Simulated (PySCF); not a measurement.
```xyz
2

In    0.0000    0.0000   -1.5212
Sb    0.0000    0.0000    1.4458
```

Core potentials replace the inner electrons of In and Sb.

Theory: PBE0/def2-SVP, non-relativistic Hamiltonian with scalar-relativistic core potentials where named, at a bond length of 2.967 Å in PySCF.

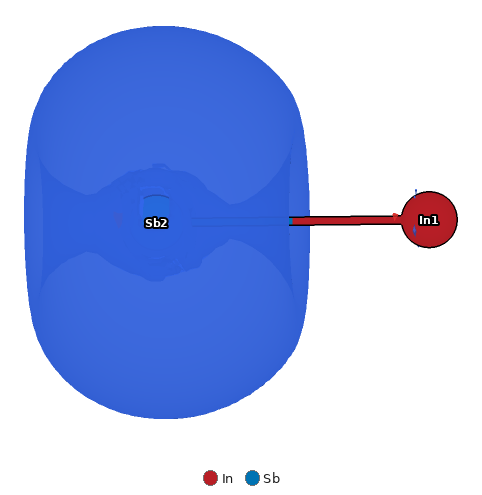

InSb (triplet). Isosurfaces of the spin density (α minus β) at +0.015 (blue) and −0.015 e/Å³ (red), seen from one side.

Question: Describe the spin distribution.

Answer: The unpaired spin (2 electrons) lies mostly on Sb2 (about 1.8) and In1 (about 0.2), in electrons by Hirshfeld's partition.
